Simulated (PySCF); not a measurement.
## A study: C2H6OTe, SMILES `CC=O.[TeH2]`

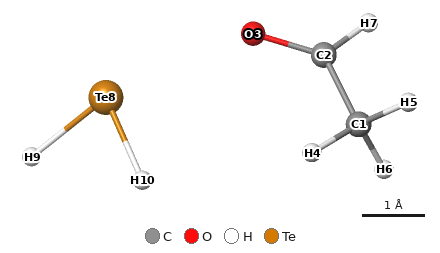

The molecule, with its atoms numbered as below. The pair's geometry is semi-empirical, so its contact may be too short or too long.

Coordinates in Å:

```
C1       3.1893   -0.7806    0.0353
C2       2.5317    0.5407   -0.1802
O3       1.4352    0.8449    0.2205
H4       2.5514   -1.4330    0.6253
H5       4.1431   -0.6360    0.5396
H6       3.3939   -1.2406   -0.9303
H7       3.1334    1.2611   -0.7635
Te8     -1.0798   -0.0191    0.0025
H9      -2.4560   -0.7540   -0.5805
H10     -0.4255   -1.5267    0.0840
```

## 1. Bonding charge

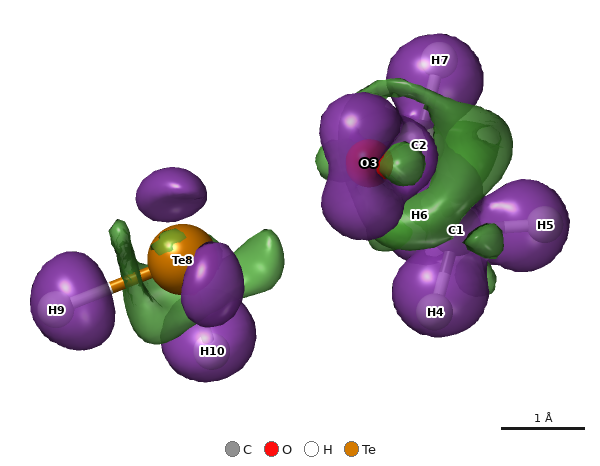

Deformation density (molecule less spherical, spin-averaged free atoms at the same positions), surfaces at ±0.07 e/Å³; purple: gain, green: loss.

PySCF calculation, PBE/def2-SVPD, gas phase; geometry: GFN2-xTB. Core potentials replace the inner electrons of Te; spin–orbit coupling isn't included.

Describe the bonding that the map shows.

Answer. C2–H7: +0.71 e/Å³ at the bond critical point (bond length 1.10 Å). C1–H4: +0.66 e/Å³ at the bond critical point (bond length 1.09 Å). C1–H5: +0.62 e/Å³ at the bond critical point (bond length 1.09 Å). C1–H6: +0.62 e/Å³ at the bond critical point (bond length 1.09 Å). C2–O3: +0.58 e/Å³ at the bond critical point (bond length 1.21 Å). C1–C2: +0.50 e/Å³ at the bond critical point (bond length 1.49 Å). Te8–H10: +0.15 e/Å³ at the bond critical point (bond length 1.65 Å). Te8–H9: +0.14 e/Å³ at the bond critical point (bond length 1.67 Å). In all, 2.1 electrons gather in the regions of gain relative to the promolecule. A small or negative value marks a very polar bond, one between electron-rich atoms, whose free-atom densities already overlap strongly, a long bond to a heavier atom, or a closed-shell contact such as a hydrogen bond.

Where do the Hirshfeld charges lie?

Answer. The highest Hirshfeld charge is on C2 (+0.14 e), the lowest on O3 (−0.19 e).

## 2. Bond critical points

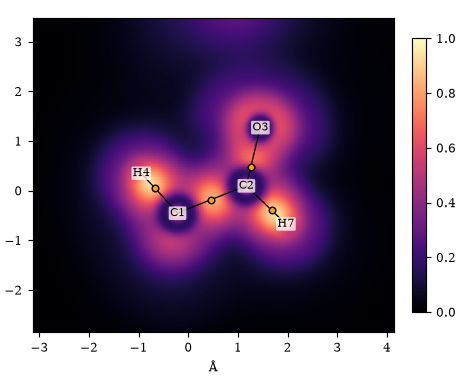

Localised orbital locator (LOL) in the plane of C1, C2, O3, H4 and H7, with bond paths and bond critical points (dots).

What values does LOL take at the bond critical points in this plane?

Answer. C2–H7: about 0.91; C1–H4: about 0.89; C1–C2: about 0.83; C2–O3: about 0.44. Values above 0.5 mark slow, localised electrons, as in shared pairs; low values at a critical point mark a polar or closed-shell contact whose critical point lies between the shells.

Where along C2–O3 does the critical point lie?

Answer. 0.40 Å from C2 and 0.81 Å from O3.

## 3. Local ionisation energy

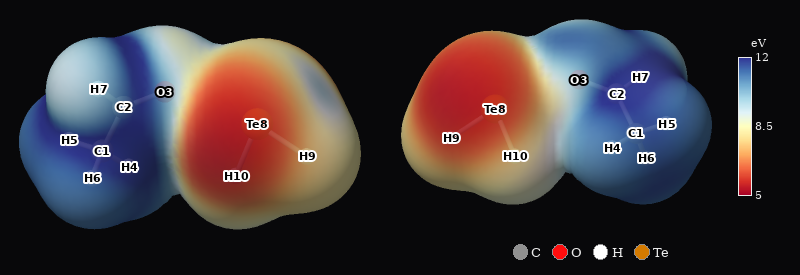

Average local ionisation energy on the surface of electron density 0.001 a.u. (back view left, front view right).

Where are the most loosely bound electrons on this surface?

Answer. The lowest value is 5.3 eV, 2.6 Å from Te8. Further minima include 9.3 eV, 1.4 Å from H7; 10.9 eV, 1.3 Å from H6. For comparison, the highest occupied orbital lies at −4.9 eV.

## 4. Excited states

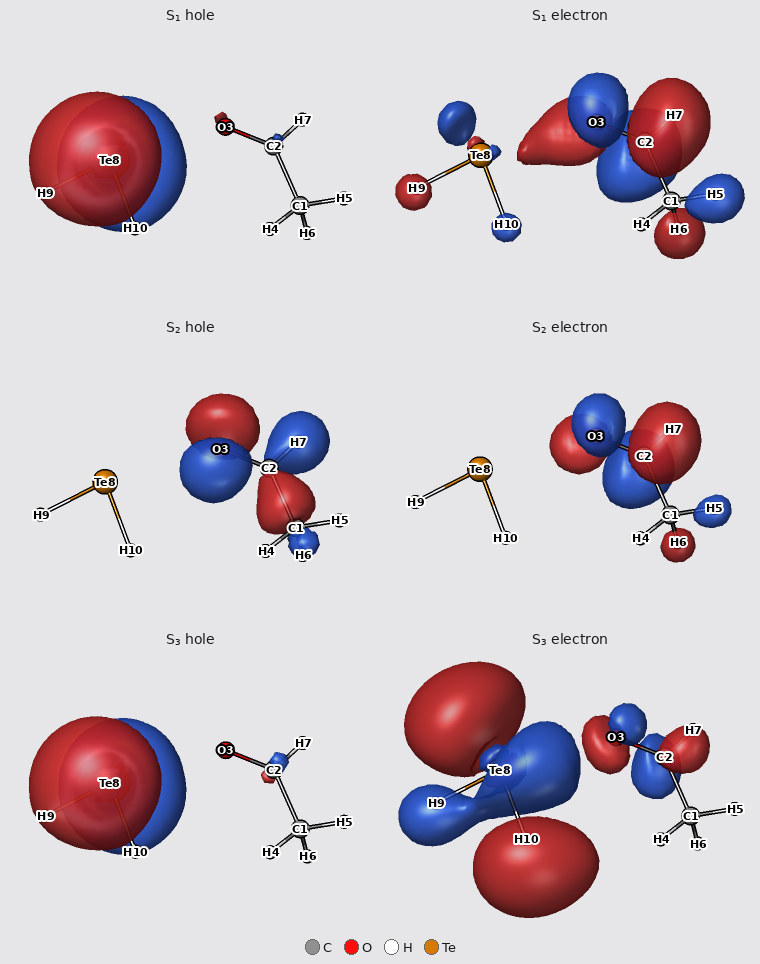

Leading natural transition orbitals (TDA singlet states).

Computed with PySCF, B3LYP/def2-SVP, geometry: GFN2-xTB. Core potentials replace the inner electrons of Te; spin–orbit coupling isn't included. Without diffuse functions Rydberg states are missing, so the states' numbers hold for this basis only.

Describe these excited states.

Answer. By state:
- S₁: 3.57 eV (347 nm), f = 0.042, charge transfer, whose energy this functional puts too low; the leading pair carries 100 %; hole on Te8 (91 %), electron on C2 (42 %), O3 (29 %) and Te8 (8 %); their centroids lie 3.0 Å apart.
- S₂: 4.46 eV (278 nm), f = 0.002; the leading pair carries 98 %; hole on O3 (62 %), C2 (13 %) and H7 (9 %), electron on C2 (45 %), O3 (32 %) and C1 (6 %); their centroids lie 0.4 Å apart.
- S₃: 4.60 eV (269 nm), f = 0.004; the leading pair carries 98 %; hole on Te8 (90 %), electron on Te8 (57 %), H10 (24 %) and O3 (6 %); their centroids lie 0.5 Å apart.

The PySCF runs shown took 26 s and 2.1 min on 1 thread of Arm Neoverse V1, with other jobs on the host.
